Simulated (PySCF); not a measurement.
## What a change does: NMR shielding calculation on C$_{3}$H$_{8}$AlFO

System: C$_{3}$H$_{8}$AlFO, SMILES CC[O][Al]([CH3])[F].
Method of run 1: GIAO PBE0/pcSseg-1 NMR shielding, non-relativistic, gas phase (PySCF 2.14.0).

The geometry comes from this level: PBE0-D3(BJ)/def2-SVP. Text and figures count atoms from 1; the logs count them from 0 in places.

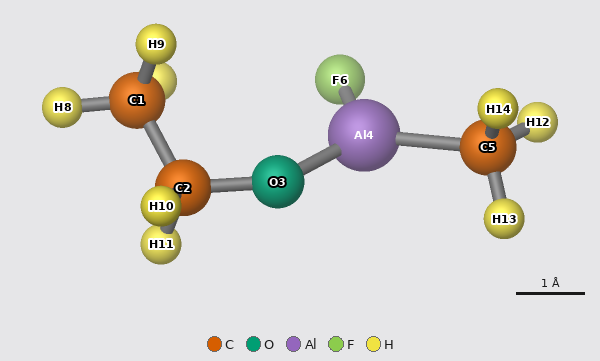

**Figure 1.** The structure as given in the input (ball-and-stick view, seen at a tilt; atoms are numbered from 1 in the order of the input). Sticks mark near contacts. Bond lengths as drawn: Al–C 1.93 Å, Al–F 1.67 Å, Al–O 1.69 Å, C–C 1.52 Å, C–H 1.10 to 1.11 Å and C–O 1.39 Å.

**Input file, run 1**
```
{"job": {"kind": "nmr", "xc": "PBE0", "basis": "pcSseg-1", "pop": false}, "charge": 0, "multiplicity": 1}
C     -2.287878    -0.150592     0.380976
C     -1.257009    -1.027844    -0.302521
O      0.054825    -0.669453     0.004224
Al     1.018251     0.688386     0.282151
C      2.869013     0.489594     0.799575
F      0.339517     2.202660     0.093208
H     -2.171599     0.902643     0.080618
H     -3.309992    -0.470701     0.125427
H     -2.178306    -0.207888     1.475935
H     -1.410898    -2.080743    -0.003442
H     -1.408405    -0.992723    -1.398592
H      3.406962     1.449057     0.807916
H      3.393564    -0.198968     0.117931
H      2.937965     0.052877     1.809449
```

The first line tells a small driver script what to run in PySCF; the rest is the geometry in Å.

Command:
```bash
OMP_NUM_THREADS=1 python <driver script> task.json out
```

Hardware: 1 CPU thread, shared host.

**Output (run 1)**
```
coarse grid: 12016 points
cycle   1  E = -536.0714824284  dE =  3.072e-01  |g| = 9.530e-01  |ddm| = 3.164e+00
cycle   2  E = -535.8383303288  dE =  2.332e-01  |g| = 1.502e+00  |ddm| = 1.519e+00
cycle   3  E = -536.2333000408  dE = -3.950e-01  |g| = 1.472e-01  |ddm| = 1.009e+00
cycle   4  E = -536.2374699615  dE = -4.170e-03  |g| = 5.176e-02  |ddm| = 1.260e-01
cycle   5  E = -536.2379387621  dE = -4.688e-04  |g| = 1.433e-02  |ddm| = 3.343e-02
cycle   6  E = -536.2379703890  dE = -3.163e-05  |g| = 3.904e-03  |ddm| = 1.004e-02
cycle   7  E = -536.2379732695  dE = -2.880e-06  |g| = 4.741e-04  |ddm| = 2.585e-03
final grid: 111304 points
cycle   8  E = -536.2893818109  dE = -2.568e-05  |g| = 1.094e-02  |ddm| = 1.894e-02
cycle   9  E = -536.2893557492  dE =  2.606e-05  |g| = 1.616e-02  |ddm| = 1.558e-02
cycle  10  E = -536.2894055590  dE = -4.981e-05  |g| = 1.571e-03  |ddm| = 9.534e-03
cycle  11  E = -536.2894060820  dE = -5.230e-07  |g| = 1.455e-04  |ddm| = 1.168e-03
cycle  12  E = -536.2894060854  dE = -3.456e-09  |g| = 7.100e-05  |ddm| = 1.325e-04
cycle  13  E = -536.2894060861  dE = -6.564e-10  |g| = 2.670e-05  |ddm| = 4.955e-05
converged SCF energy = -536.2894060861

GIAO shielding tensors (ppm)
atom      isotropic    diamagn.    paramagn.     s11        s22        s33       span
  0 C      161.224     249.661     -88.437    138.848    161.564    183.258     44.410
  1 C      121.649     239.006    -117.357     93.439    104.535    166.973     73.535
  2 O      265.230     399.474    -134.243    218.463    279.506    297.722     79.259
  3 Al     442.024     798.338    -356.314    375.368    407.773    542.932    167.564
  4 C      203.931     253.004     -49.074    198.612    202.107    211.073     12.461
  5 F      327.057     472.289    -145.232    242.936    314.108    424.127    181.191
  6 H       29.613      30.670      -1.056     25.741     29.425     33.673      7.933
  7 H       30.213      27.573       2.640     26.400     27.059     37.181     10.781
  8 H       30.061      30.141      -0.081     27.299     28.274     34.610      7.311
  9 H       27.436      28.379      -0.944     22.103     27.112     33.092     10.989
 10 H       27.242      29.101      -1.859     22.175     26.721     32.829     10.654
 11 H       31.791      28.345       3.446     26.700     28.505     40.167     13.468
 12 H       31.601      30.037       1.564     26.661     28.710     39.433     12.772
 13 H       31.577      29.855       1.721     26.743     28.738     39.248     12.504
```

For run 2 the input was changed thus:
```diff
-"xc": "PBE0"
+"xc": "LDA"
```

How does run 2 compare with run 1?

The total energies belong to different methods, so their difference says nothing on which is more stable or more accurate. The HOMO goes from −8.07 to −6.65 eV. The LUMO goes from −0.01 to −1.04 eV. The dipole moment goes from 1.15 to 1.19 D. Of all shieldings, the largest change is that of F6, by −33.8 ppm. The functional changes from PBE0 to LDA. Exact exchange removes part of the self-interaction error of semilocal functionals, which pushes filled and empty levels apart. The SCF takes 15 iterations against 13.

**Output (run 2)**
```
coarse grid: 12016 points
cycle   1  E = -533.0837853974  dE =  3.231e-01  |g| = 1.141e+00  |ddm| = 3.264e+00
cycle   2  E = -531.9931179244  dE =  1.091e+00  |g| = 2.546e+00  |ddm| = 2.622e+00
cycle   3  E = -533.2912825524  dE = -1.298e+00  |g| = 4.771e-01  |ddm| = 2.095e+00
cycle   4  E = -533.3375789454  dE = -4.630e-02  |g| = 1.247e-01  |ddm| = 3.992e-01
cycle   5  E = -533.3396618090  dE = -2.083e-03  |g| = 5.442e-02  |ddm| = 9.526e-02
cycle   6  E = -533.3401155714  dE = -4.538e-04  |g| = 2.025e-02  |ddm| = 4.412e-02
cycle   7  E = -533.3401963849  dE = -8.081e-05  |g| = 4.308e-03  |ddm| = 1.579e-02
cycle   8  E = -533.3401999767  dE = -3.592e-06  |g| = 1.529e-03  |ddm| = 3.956e-03
final grid: 111304 points
cycle   9  E = -533.3872368000  dE = -4.266e-05  |g| = 5.476e-03  |ddm| = 1.959e-02
cycle  10  E = -533.3872200763  dE =  1.672e-05  |g| = 1.063e-02  |ddm| = 1.012e-02
cycle  11  E = -533.3872426644  dE = -2.259e-05  |g| = 1.675e-03  |ddm| = 7.196e-03
cycle  12  E = -533.3872432043  dE = -5.399e-07  |g| = 2.894e-04  |ddm| = 1.294e-03
cycle  13  E = -533.3872432204  dE = -1.615e-08  |g| = 8.485e-05  |ddm| = 2.525e-04
cycle  14  E = -533.3872432213  dE = -8.765e-10  |g| = 4.410e-05  |ddm| = 7.256e-05
cycle  15  E = -533.3872432216  dE = -2.965e-10  |g| = 5.187e-06  |ddm| = 2.805e-05
converged SCF energy = -533.3872432216

GIAO shielding tensors (ppm)
atom      isotropic    diamagn.    paramagn.     s11        s22        s33       span
  0 C      157.327     250.640     -93.312    131.809    158.464    181.708     49.899
  1 C      114.319     240.508    -126.189     83.501     94.824    164.632     81.131
  2 O      241.624     398.351    -156.726    187.460    259.066    278.347     90.887
  3 Al     409.921     799.772    -389.851    342.483    375.740    511.540    169.057
  4 C      202.125     252.897     -50.772    196.973    200.492    208.910     11.938
  5 F      293.272     471.385    -178.113    193.922    281.820    404.073    210.151
  6 H       29.157      30.396      -1.240     25.417     28.951     33.102      7.686
  7 H       29.735      27.289       2.446     25.928     26.608     36.670     10.742
  8 H       29.596      29.821      -0.225     26.981     27.780     34.026      7.044
  9 H       26.749      27.973      -1.224     21.312     26.572     32.363     11.051
 10 H       26.488      28.726      -2.237     21.349     26.068     32.048     10.699
 11 H       31.394      27.962       3.432     26.294     28.151     39.736     13.441
 12 H       31.190      29.561       1.628     26.223     28.342     39.004     12.780
 13 H       31.155      29.398       1.757     26.289     28.377     38.799     12.510
```

**The two runs side by side**

```tsv
quantity	run 1	run 2
outcome	converged	converged
total energy (hartree)	−536.289406	−533.387243
HOMO (eV)	−8.07	−6.65
LUMO (eV)	−0.01	−1.04
dipole moment (D)	1.15	1.19
shielding of C1 (ppm)	161.2	157.3
shielding of C2 (ppm)	121.6	114.3
shielding of O3 (ppm)	265.2	241.6
shielding of Al4 (ppm)	442.0	409.9
shielding of C5 (ppm)	203.9	202.1
shielding of F6 (ppm)	327.1	293.3
shielding of H11 (ppm)	27.2	26.5
SCF iterations	13	15
basis functions	149	149
wall time (shared host)	12 s	14 s
```
